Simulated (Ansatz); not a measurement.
**CH₂ClF₂Si radical: a spread of methods and bases**

Aim: run CH₂ClF₂Si radical under a spread of inputs, and see what each costs and gives.

Method: the settings change from run to run; program: Ansatz 0.2.0, Gaussian basis.

## Step 1: The geometry

An earlier PBE0-D4 in a triple-zeta def2 set relaxation fixed the geometry.

7 atoms, charge 0, spin multiplicity 2.

Atoms are counted from 1 here; the program's logs count them from 0.

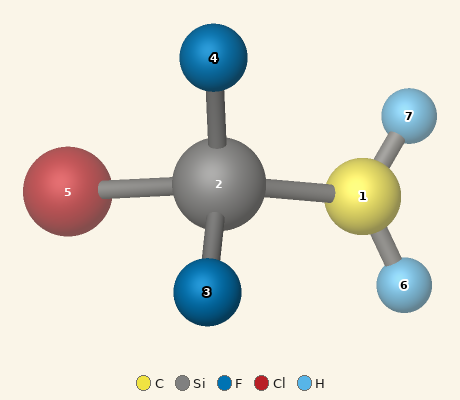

The geometry (colours as in the key); atoms are numbered from 1 in the order of the file.

Coordinates:

```xyz
7
charge 0, multiplicity 2
C     0.33723    0.20697    1.06782
Si   -0.24835   -0.20115   -0.59744
F    -0.04535   -1.73790   -0.90193
F    -1.78950    0.11441   -0.74152
Cl    0.72387    0.83876   -2.04241
H     1.17489   -0.30777    1.52494
H    -0.09140    1.01879    1.64475
```

## Step 2: B97M-V/aug-pcseg-2

This run has multiplicity 4.

in.yaml reads:

```yaml
crystal:
  periodic: [false, false, false]
  atoms:
    - {symbol: C, position_ang: [0.337228, 0.206971, 1.067818]}
    - {symbol: Si, position_ang: [-0.248345, -0.201149, -0.597444]}
    - {symbol: F, position_ang: [-0.045350, -1.737901, -0.901928]}
    - {symbol: F, position_ang: [-1.789499, 0.114411, -0.741522]}
    - {symbol: Cl, position_ang: [0.723872, 0.838758, -2.042412]}
    - {symbol: H, position_ang: [1.174887, -0.307774, 1.524940]}
    - {symbol: H, position_ang: [-0.091395, 1.018785, 1.644748]}
basis:
  gaussian: {orbitals: aug-pcseg-2}
magnetization: {spin_polarized: true, initial_magnetization: 3}
hamiltonian: {xc: {name: B97M-V}}
```

Command:

```bash
$ ansatz run in.yaml --threads 4 --pin off --events-out ev --progress --plain --max-ram 10444MiB
```

Output (excerpt; [...] marks lines left out):

```text
Functional definition: B97M-V
  name "B97M-V"
  cite "Mardirossian & Head-Gordon, J. Chem. Phys. 142, 074111 (2015) doi:10.1063/1.4907719"
  cite "Becke, J. Chem. Phys. 107, 8554 (1997) doi:10.1063/1.475007"
  cite "Vydrov & Van Voorhis, J. Chem. Phys. 133, 244103 (2010) doi:10.1063/1.3521275"
  # Of w^i u^j: cxij and so on, Table III.
[...]
  gx(w, u) = cx00 + cx01*u + cx02*u^2 + (cx10 + cx11*u)*w
  gss(w, u) = css00 + css02*u^2 + css10*w + (css32*w^3 + css42*w^4)*u^2
  gos(w, u) = cos00 + cos01*u + cos03*u^3 + cos10*w + cos32*w^3*u^2
[...]
      + integral(e_c_pw_mod_opposite_spin*gos(b97_w_opposite, b97_u_opposite)) + vv10(b, c)
1371 factors; their error is unknown
[...]
mean field -26895.50830477 eV, -988.3916997698 hartree, gradient 8.8e-6 eV, S^2 3.757569; 10 other end points of the search recorded, 0 dependent functions left out
reference -26895.50837936 eV, -988.3917025111 hartree; 30, 27 occupied and 254, 257 virtual orbitals, 1371 factors
Total energy: -26895.50837936 eV, -988.3917025111 hartree
```

Wall time 2.4 min (4 threads of Arm Neoverse V1, shared host); peak memory 1.5 GiB.

⟨S²⟩ 3.758.

## Step 3: RPA/def2-mTZVPP

Set apart from the defaults: a grid of angular degree 11.

Edit in.yaml of step 2 so:

```diff
@@ -11,4 +11,5 @@
 basis:
-  gaussian: {orbitals: aug-pcseg-2}
-magnetization: {spin_polarized: true, initial_magnetization: 3}
-hamiltonian: {xc: {name: B97M-V}}
+  gaussian: {orbitals: def2-mTZVPP, final_grid: {core_spheres: 5, valence_spheres: 4, degree: 11}}
+magnetization: {spin_polarized: true, initial_magnetization: 1}
+hamiltonian: {xc: {name: HF}}
+correlation: {method: rpa}
```

Same command.

Output:

```text
Functional definition: HF
  name "HF"
  cite "Fock, Z. Phys. 61, 126 (1930) doi:10.1007/BF01340294"
  parent pbe
  exchange = exact_x
  correlation = 0
1182 factors; integrals over basis functions are off by at most 6.1e-4 eV
mean field evaluation 1: about -26844.7352 eV, gradient 2.7e1 eV
mean field evaluation 2: about -26844.7484 eV, gradient 2.7e1 eV
mean field evaluation 4: about -26847.3954 eV, gradient 2.2e0 eV
mean field evaluation 8: about -26847.4415 eV, gradient 3.3e-1 eV
mean field -26847.44385662 eV, -986.6253638796 hartree, gradient 1.3e-6 eV, S^2 0.759567; 0 other end points of the search recorded, 0 dependent functions left out
13 core orbitals not correlated: weight in the atoms' cores, before any rotation towards them, 1.000 or more for the frozen orbitals, at most 0.000 for the correlated occupied ones
reference -26847.44385662 eV, -986.6253638796 hartree; 16, 15 occupied and 102, 103 virtual orbitals, 1182 factors
Total energy: -26871.66010735 eV, -987.5152946798 hartree
```

Run time: 1.9 s. Hardware: 4 threads of Arm Neoverse V1, shared host; peak memory 0.33 GiB.

⟨S²⟩ 0.760.

## Step 4: revPBE/def2-SVP

Options: charge +1, multiplicity 1, coordinates scaled by 0.96, D3(BJ) with three-body dispersion, high accuracy, the search for lower states set to off.

in.yaml reads:

```yaml
crystal:
  periodic: [false, false, false]
  atoms:
    - {symbol: C, position_ang: [0.323739, 0.198692, 1.025106]}
    - {symbol: Si, position_ang: [-0.238411, -0.193104, -0.573546]}
    - {symbol: F, position_ang: [-0.043536, -1.668385, -0.865851]}
    - {symbol: F, position_ang: [-1.717919, 0.109834, -0.711861]}
    - {symbol: Cl, position_ang: [0.694917, 0.805207, -1.960715]}
    - {symbol: H, position_ang: [1.127891, -0.295463, 1.463942]}
    - {symbol: H, position_ang: [-0.087739, 0.978034, 1.578958]}
basis:
  gaussian: {orbitals: def2-SVP}
total_charge: 1
hamiltonian: {xc: {name: revPBE}, dispersion: d3bjatm}
accuracy: high
scf: {lower_state_search: off}
output: {forces: true}
```

Launched as before.

Output (excerpt; [...] marks lines left out):

```text
Functional definition: revPBE
  name "revPBE"
  cite "Zhang & Yang, Phys. Rev. Lett. 80, 890 (1998) doi:10.1103/PhysRevLett.80.890"
  cite "Perdew, Burke & Ernzerhof, Phys. Rev. Lett. 77, 3865 (1996) doi:10.1103/PhysRevLett.77.3865"
[...]
1831 factors; integrals over basis functions are off by at most 5.7e-9 eV
[...]
mean field -26878.13589061 eV, -987.7532753252 hartree, gradient 5.3e-9 eV, S^2 0.000000; 0 other end points of the search recorded, 0 dependent functions left out
[...]
reference -26878.13589408 eV, -987.7532754524 hartree; 28, 28 occupied and 60, 60 virtual orbitals, 1831 factors
Total energy: -26878.52102163 eV, -987.7674286290 hartree
Atom 0 at     0.323739     0.198692     1.025106 Å, force     0.543432     0.476149     0.340652 eV/Å
Atom 1 at    -0.238411    -0.193104    -0.573546 Å, force     0.165308     0.328182    -1.924182 eV/Å
Atom 2 at    -0.043536    -1.668385    -0.865851 Å, force     0.868022    -4.430981    -0.362368 eV/Å
Atom 3 at    -1.717919     0.109834    -0.711861 Å, force    -4.378808     1.141812     0.115556 eV/Å
Atom 4 at     0.694917     0.805207    -1.960715 Å, force     1.706906     1.703764    -1.096639 eV/Å
Atom 5 at     1.127891    -0.295463     1.463942 Å, force     2.147760    -1.287785     1.312720 eV/Å
Atom 6 at    -0.087739     0.978034     1.578958 Å, force    -1.052621     2.068858     1.614263 eV/Å
Dipole moment:     0.497592     0.373590     1.093198 e Å
Checks for a lower state left out: stability, starts, cluster_reference, orbital_swaps, neighbouring_geometries, increment
```

Run time: 1.8 s. Hardware: 4 threads of Arm Neoverse V1, shared host.

Largest force 4.530 eV/Å.

## Step 5: SPW92/6-31G

Set apart from the defaults: atoms shaken by 0.03 Å, finite nuclei, relativity set to none, high accuracy, the search for lower states set to off.

in.yaml reads:

```yaml
crystal:
  periodic: [false, false, false]
  atoms:
    - {symbol: C, position_ang: [0.295283, 0.230835, 1.035366]}
    - {symbol: Si, position_ang: [-0.239395, -0.166344, -0.567544]}
    - {symbol: F, position_ang: [-0.060412, -1.731318, -0.922762]}
    - {symbol: F, position_ang: [-1.790933, 0.157311, -0.735302]}
    - {symbol: Cl, position_ang: [0.750367, 0.882013, -2.052494]}
    - {symbol: H, position_ang: [1.193451, -0.320585, 1.558601]}
    - {symbol: H, position_ang: [-0.107108, 1.019489, 1.612231]}
basis:
  gaussian: {orbitals: 6-31G, nuclear_model: gaussian}
magnetization: {spin_polarized: true, initial_magnetization: 1}
hamiltonian: {xc: {name: SPW92}, pseudopotentials: {relativity: none}}
accuracy: high
scf: {lower_state_search: off}
```

Launched as before.

Output (excerpt; [...] marks lines left out):

```text
Functional definition: SPW92
  name "SPW92"
  cite "Dirac, Proc. Camb. Phil. Soc. 26, 376 (1930) doi:10.1017/S0305004100016108"
  cite "Slater, Phys. Rev. 81, 385 (1951) doi:10.1103/PhysRev.81.385"
  cite "Perdew & Wang, Phys. Rev. B 45, 13244 (1992) doi:10.1103/PhysRevB.45.13244"
[...]
1316 factors; integrals over basis functions are off by at most 4.8e-9 eV
[...]
mean field -26784.77947269 eV, -984.3224902457 hartree, gradient 2.4e-8 eV, S^2 0.752147; 0 other end points of the search recorded, 0 dependent functions left out
reference -26784.77947586 eV, -984.3224903623 hartree; 29, 28 occupied and 28, 29 virtual orbitals, 1316 factors
Total energy: -26784.77947586 eV, -984.3224903623 hartree
Checks for a lower state left out: stability, starts, cluster_reference, orbital_swaps, neighbouring_geometries, increment
```

Run time: 0.9 s. Hardware: 4 threads of Arm Neoverse V1, shared host.

⟨S²⟩ 0.752.

## Step 6: B3LYP/def2-mTZVPP

in.yaml reads:

```yaml
crystal:
  periodic: [false, false, false]
  atoms:
    - {symbol: C, position_ang: [0.337228, 0.206971, 1.067818]}
    - {symbol: Si, position_ang: [-0.248345, -0.201149, -0.597444]}
    - {symbol: F, position_ang: [-0.045350, -1.737901, -0.901928]}
    - {symbol: F, position_ang: [-1.789499, 0.114411, -0.741522]}
    - {symbol: Cl, position_ang: [0.723872, 0.838758, -2.042412]}
    - {symbol: H, position_ang: [1.174887, -0.307774, 1.524940]}
    - {symbol: H, position_ang: [-0.091395, 1.018785, 1.644748]}
basis:
  gaussian: {orbitals: def2-mTZVPP}
magnetization: {spin_polarized: true, initial_magnetization: 1}
hamiltonian: {xc: {name: B3LYP}}
output: {forces: true}
```

Same command.

Output (excerpt; [...] marks lines left out):

```text
Functional definition: B3LYP
  name "B3LYP"
  cite "Stephens, Devlin, Chabalowski & Frisch, J. Phys. Chem. 98, 11623 (1994) doi:10.1021/j100096a001"
  cite "Becke, Phys. Rev. A 38, 3098 (1988) doi:10.1103/PhysRevA.38.3098"
  cite "Lee, Yang & Parr, Phys. Rev. B 37, 785 (1988) doi:10.1103/PhysRevB.37.785"
  cite "Vosko, Wilk & Nusair, Can. J. Phys. 58, 1200 (1980) doi:10.1139/p80-159"
[...]
1124 factors; their error is unknown
[...]
mean field -26911.39040318 eV, -988.9753561211 hartree, gradient 3.5e-5 eV, S^2 0.753078; 0 other end points of the search recorded, 0 dependent functions left out
[...]
reference -26911.39064160 eV, -988.9753648829 hartree; 29, 28 occupied and 102, 103 virtual orbitals, 1124 factors
Total energy: -26911.39064160 eV, -988.9753648829 hartree
Atom 0 at     0.337228     0.206971     1.067818 Å, force     0.051533     0.035322     0.157645 eV/Å
Atom 1 at    -0.248345    -0.201149    -0.597444 Å, force     0.129147     0.093378     0.329932 eV/Å
Atom 2 at    -0.045350    -1.737901    -0.901928 Å, force     0.059774    -0.473794    -0.092181 eV/Å
Atom 3 at    -1.789499     0.114411    -0.741522 Å, force    -0.475172     0.094108    -0.043219 eV/Å
Atom 4 at     0.723872     0.838758    -2.042412 Å, force     0.234959     0.252381    -0.361307 eV/Å
Atom 5 at     1.174887    -0.307774     1.524940 Å, force    -0.003594     0.002700     0.004810 eV/Å
Atom 6 at    -0.091395     1.018785     1.644748 Å, force     0.003354    -0.004095     0.004320 eV/Å
Dipole moment:     0.190639     0.145923     0.390949 e Å
```

Wall time 2.5 s (4 threads of Arm Neoverse V1, shared host); peak memory 0.44 GiB.

Largest force 0.499 eV/Å, dipole 2.20 D, ⟨S²⟩ 0.753.

## Step 7: r2SCAN/6-31++G**

Set apart from the defaults: coordinates scaled by 1.25, high accuracy, the search for lower states set to full.

in.yaml reads:

```yaml
crystal:
  periodic: [false, false, false]
  atoms:
    - {symbol: C, position_ang: [0.421536, 0.258714, 1.334773]}
    - {symbol: Si, position_ang: [-0.310431, -0.251437, -0.746805]}
    - {symbol: F, position_ang: [-0.056687, -2.172376, -1.127410]}
    - {symbol: F, position_ang: [-2.236873, 0.143013, -0.926902]}
    - {symbol: Cl, position_ang: [0.904840, 1.048447, -2.553015]}
    - {symbol: H, position_ang: [1.468608, -0.384717, 1.906175]}
    - {symbol: H, position_ang: [-0.114243, 1.273481, 2.055935]}
basis:
  gaussian: {orbitals: "6-31++G**"}
magnetization: {spin_polarized: true, initial_magnetization: 1}
hamiltonian: {xc: {name: r2SCAN}}
accuracy: high
scf: {lower_state_search: full}
```

The command is unchanged.

Output (excerpt; [...] marks lines left out):

```text
Functional definition: r2SCAN
  name "r2SCAN"
  cite "Furness, Kaplan, Ning, Perdew & Sun, J. Phys. Chem. Lett. 11, 8208 (2020) doi:10.1021/acs.jpclett.0c02405"
  cite "Furness, Kaplan, Ning, Perdew & Sun, J. Phys. Chem. Lett. 11, 9248 (2020) doi:10.1021/acs.jpclett.0c03077"
  parent r2scan
[...]
2318 factors; integrals over basis functions are off by at most 3.4e-9 eV
[...]
mean field -26895.52118516 eV, -988.3921731157 hartree, gradient 8.9e-8 eV, S^2 0.765600; 4 other end points of the search recorded, 0 dependent functions left out
reference -26895.52119448 eV, -988.3921734581 hartree; 29, 28 occupied and 86, 87 virtual orbitals, 2318 factors
Total energy: -26895.52119448 eV, -988.3921734581 hartree
```

Wall time 22 s (4 threads of Arm Neoverse V1, shared host); peak memory 0.61 GiB.

⟨S²⟩ 0.766.

## Step 8: B97M-V/x2c-TZVPPall

This run has charge -1, multiplicity 1, unrestricted orbitals, finite nuclei, high accuracy, the search for lower states set to off.

in.yaml reads:

```yaml
crystal:
  periodic: [false, false, false]
  atoms:
    - {symbol: C, position_ang: [0.337228, 0.206971, 1.067818]}
    - {symbol: Si, position_ang: [-0.248345, -0.201149, -0.597444]}
    - {symbol: F, position_ang: [-0.045350, -1.737901, -0.901928]}
    - {symbol: F, position_ang: [-1.789499, 0.114411, -0.741522]}
    - {symbol: Cl, position_ang: [0.723872, 0.838758, -2.042412]}
    - {symbol: H, position_ang: [1.174887, -0.307774, 1.524940]}
    - {symbol: H, position_ang: [-0.091395, 1.018785, 1.644748]}
basis:
  gaussian: {orbitals: x2c-TZVPPall, nuclear_model: gaussian}
total_charge: -1
magnetization: {spin_polarized: true, initial_magnetization: 0}
hamiltonian: {xc: {name: B97M-V}}
accuracy: high
scf: {lower_state_search: off}
output: {forces: true}
```

The command is unchanged.

Output (excerpt; [...] marks lines left out):

```text
Functional definition: B97M-V
  name "B97M-V"
  cite "Mardirossian & Head-Gordon, J. Chem. Phys. 142, 074111 (2015) doi:10.1063/1.4907719"
  cite "Becke, J. Chem. Phys. 107, 8554 (1997) doi:10.1063/1.475007"
  cite "Vydrov & Van Voorhis, J. Chem. Phys. 133, 244103 (2010) doi:10.1063/1.3521275"
  # Of w^i u^j: cxij and so on, Table III.
[...]
  gx(w, u) = cx00 + cx01*u + cx02*u^2 + (cx10 + cx11*u)*w
  gss(w, u) = css00 + css02*u^2 + css10*w + (css32*w^3 + css42*w^4)*u^2
  gos(w, u) = cos00 + cos01*u + cos03*u^3 + cos10*w + cos32*w^3*u^2
[...]
      + integral(e_c_pw_mod_opposite_spin*gos(b97_w_opposite, b97_u_opposite)) + vv10(b, c)
[...]
3371 factors; integrals over basis functions are off by at most 9.9e-9 eV
[...]
mean field -26964.97550539 eV, -990.9445723061 hartree, gradient 5.6e-8 eV, S^2 0.000000; 0 other end points of the search recorded, 0 dependent functions left out
[...]
reference -26964.97551078 eV, -990.9445725041 hartree; 29, 29 occupied and 176, 176 virtual orbitals, 3371 factors
Total energy: -26964.97551078 eV, -990.9445725041 hartree
Relativity: scalar
Atom 0 at     0.337228     0.206971     1.067818 Å, force    -0.851865    -0.659410    -1.637573 eV/Å
Atom 1 at    -0.248345    -0.201149    -0.597444 Å, force     1.307266     0.765597     5.443111 eV/Å
Atom 2 at    -0.045350    -1.737901    -0.901928 Å, force     0.034760    -0.640865    -0.999692 eV/Å
Atom 3 at    -1.789499     0.114411    -0.741522 Å, force    -0.719931     0.159632    -0.923629 eV/Å
Atom 4 at     0.723872     0.838758    -2.042412 Å, force     0.193948     0.321432    -1.659525 eV/Å
Atom 5 at     1.174887    -0.307774     1.524940 Å, force    -0.029362     0.076919    -0.106675 eV/Å
Atom 6 at    -0.091395     1.018785     1.644748 Å, force     0.065184    -0.023305    -0.116017 eV/Å
Dipole moment:    -0.124133    -0.041222    -0.876842 e Å
Checks for a lower state left out: stability, starts, cluster_reference, orbital_swaps, neighbouring_geometries, increment
```

Wall time 29 s (4 threads of Arm Neoverse V1, shared host); peak memory 0.84 GiB.

Largest force 5.650 eV/Å, ⟨S²⟩ 0.000.

## Step 9: BLYP/pcseg-2

Set apart from the defaults: restricted open-shell orbitals, atoms shaken by 0.03 Å.

in.yaml reads:

```yaml
crystal:
  periodic: [false, false, false]
  atoms:
    - {symbol: C, position_ang: [0.365143, 0.210171, 1.108229]}
    - {symbol: Si, position_ang: [-0.259187, -0.231030, -0.565365]}
    - {symbol: F, position_ang: [-0.041430, -1.727561, -0.923719]}
    - {symbol: F, position_ang: [-1.867974, 0.125007, -0.647947]}
    - {symbol: Cl, position_ang: [0.752183, 0.800291, -2.024623]}
    - {symbol: H, position_ang: [1.193061, -0.335814, 1.539867]}
    - {symbol: H, position_ang: [-0.114508, 1.039802, 1.653383]}
basis:
  gaussian: {orbitals: pcseg-2}
magnetization: {spin_polarized: false, initial_magnetization: 1}
hamiltonian: {xc: {name: BLYP}}
output: {forces: true}
```

Same command.

Output (excerpt; [...] marks lines left out):

```text
Functional definition: BLYP
  name "BLYP"
  cite "Becke, Phys. Rev. A 38, 3098 (1988) doi:10.1103/PhysRevA.38.3098"
  cite "Lee, Yang & Parr, Phys. Rev. B 37, 785 (1988) doi:10.1103/PhysRevB.37.785"
[...]
1102 factors; their error is unknown
[...]
mean field -26910.34380069 eV, -988.9368941894 hartree, gradient 1.1e-5 eV, S^2 0.750000; 2 other end points of the search recorded, 0 dependent functions left out
[...]
reference -26910.34414101 eV, -988.9369066956 hartree; 29, 28 occupied and 157, 158 virtual orbitals, 1102 factors
Total energy: -26910.34414101 eV, -988.9369066956 hartree
Atom 0 at     0.365143     0.210171     1.108229 Å, force    -0.694616     0.159578    -0.425474 eV/Å
Atom 1 at    -0.259187    -0.231030    -0.565365 Å, force    -1.141839     1.973298     0.607176 eV/Å
Atom 2 at    -0.041430    -1.727561    -0.923719 Å, force     0.044596    -1.730645    -0.232835 eV/Å
Atom 3 at    -1.867974     0.125007    -0.647947 Å, force     1.276074    -0.318886    -0.050924 eV/Å
Atom 4 at     0.752183     0.800291    -2.024623 Å, force    -0.051177     0.221799    -0.157570 eV/Å
Atom 5 at     1.193061    -0.335814     1.539867 Å, force     0.146352     0.100622     0.297006 eV/Å
Atom 6 at    -0.114508     1.039802     1.653383 Å, force     0.420610    -0.405767    -0.037380 eV/Å
Dipole moment:     0.214300     0.072300     0.393438 e Å
```

It took 4.6 s on 4 threads of Arm Neoverse V1, shared host; peak memory 0.34 GiB.

Largest force 2.359 eV/Å, dipole 2.18 D.

## Step 10: wB97X/6-31G

This run has coordinates scaled by 0.92, density fitting with cc-pVTZ-jkfit, the search for lower states set to off.

in.yaml reads:

```yaml
crystal:
  periodic: [false, false, false]
  atoms:
    - {symbol: C, position_ang: [0.310250, 0.190413, 0.982393]}
    - {symbol: Si, position_ang: [-0.228478, -0.185058, -0.549648]}
    - {symbol: F, position_ang: [-0.041722, -1.598869, -0.829774]}
    - {symbol: F, position_ang: [-1.646339, 0.105258, -0.682200]}
    - {symbol: Cl, position_ang: [0.665962, 0.771657, -1.879019]}
    - {symbol: H, position_ang: [1.080896, -0.283152, 1.402945]}
    - {symbol: H, position_ang: [-0.084083, 0.937282, 1.513168]}
basis:
  gaussian: {orbitals: 6-31G, fitting: {mean_field: cc-pVTZ-jkfit}}
magnetization: {spin_polarized: true, initial_magnetization: 1}
hamiltonian: {xc: {name: wB97X}}
scf: {lower_state_search: off}
output: {forces: true}
```

Launched as before.

Output (excerpt; [...] marks lines left out):

```text
Functional definition: wB97X
  name "wB97X"
  cite "Chai & Head-Gordon, J. Chem. Phys. 128, 084106 (2008) doi:10.1063/1.2834918"
  cite "Becke, J. Chem. Phys. 107, 8554 (1997) doi:10.1063/1.475007"
[...]
  # The coefficients of nought are those of the uniform gas.
[...]
      + exact_x_lr(omega)
[...]
      + integral(e_c_pw_opposite_spin*poly(b97_u_opposite, 1, cos1, cos2, cos3, cos4))
[...]
539 factors; integrals over basis functions are off by at most 4.4e-3 eV
539 factors; integrals over basis functions are off by at most 3.2e-7 eV
[...]
mean field -26896.40899289 eV, -988.4247994480 hartree, gradient 1.3e-6 eV, S^2 0.752457; 0 other end points of the search recorded, 0 dependent functions left out
[...]
reference -26896.40896607 eV, -988.4247984622 hartree; 29, 28 occupied and 28, 29 virtual orbitals, 539 factors
Total energy: -26896.40896607 eV, -988.4247984622 hartree
Atom 0 at     0.310250     0.190413     0.982393 Å, force     0.315736     0.175804     1.387646 eV/Å
Atom 1 at    -0.228478    -0.185058    -0.549648 Å, force     4.660703     4.056086     3.819835 eV/Å
Atom 2 at    -0.041722    -1.598869    -0.829774 Å, force     1.641655   -12.255690    -2.334879 eV/Å
Atom 3 at    -1.646339     0.105258    -0.682200 Å, force   -12.281434     2.530901    -1.054374 eV/Å
Atom 4 at     0.665962     0.771657    -1.879019 Å, force     4.054149     4.327159    -5.916061 eV/Å
Atom 5 at     1.080896    -0.283152     1.402945 Å, force     3.186624    -1.912833     1.823143 eV/Å
Atom 6 at    -0.084083     0.937282     1.513168 Å, force    -1.577433     3.078574     2.274689 eV/Å
Dipole moment:     0.215717     0.157250     0.534316 e Å
Checks for a lower state left out: stability, starts, cluster_reference, orbital_swaps, neighbouring_geometries, increment
```

It took 1.8 s on 4 threads of Arm Neoverse V1, shared host.

Largest force 12.584 eV/Å, dipole 2.87 D, ⟨S²⟩ 0.752.

## Step 11: The runs in one table

| level | charge | multiplicity | geometry | functions | energy (eV) | time |
| --- | --- | --- | --- | --- | --- | --- |
| B97M-V/aug-pcseg-2 | 0 | 4 | relaxed | 284 | -26895.508 | 2.4 min |
| RPA/def2-mTZVPP | 0 | 2 | relaxed | 131 | -26871.660 | 1.9 s |
| revPBE/def2-SVP | 1 | 1 | scaled | 88 | -26878.521 | 1.8 s |
| SPW92/6-31G | 0 | 2 | shaken | 57 | -26784.779 | 0.9 s |
| B3LYP/def2-mTZVPP | 0 | 2 | relaxed | 131 | -26911.391 | 2.5 s |
| r2SCAN/6-31++G** | 0 | 2 | scaled | 115 | -26895.521 | 22 s |
| B97M-V/x2c-TZVPPall | -1 | 1 | relaxed | 205 | -26964.976 | 29 s |
| BLYP/pcseg-2 | 0 | 2 | shaken | 186 | -26910.344 | 4.6 s |
| wB97X/6-31G | 0 | 2 | scaled | 57 | -26896.409 | 1.8 s |

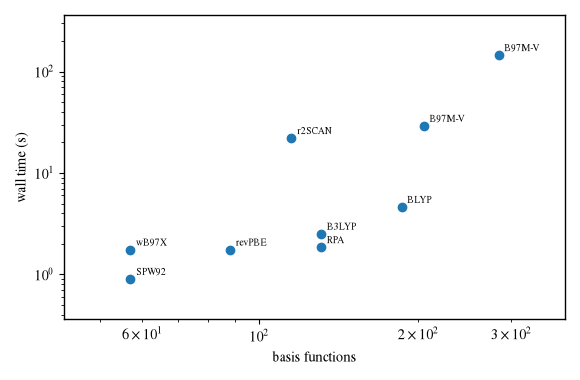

Wall time against the number of basis functions (shared host).

## Step 12: Results

| quantity | value |
| --- | --- |
| runs | 9 |
| quickest | SPW92/6-31G, 0.9 s |
| slowest | B97M-V/aug-pcseg-2, 2.4 min |
| spread of total energies, same state and geometry | 39.7 eV |

In words: Run time spans a factor of 161, from SPW92/6-31G to B97M-V/aug-pcseg-2. The jobs differ in tasks and options as well as level. Total energies at one charge and spin differ by 40 eV between levels, so only differences within one level mean anything. At the PBE0-D4/def2-TZVP geometry and in the same state, the sound runs without point charges leave forces up to 0.50 eV/Å (B3LYP/def2-mTZVPP), against 12.6 eV/Å where the atoms were moved.
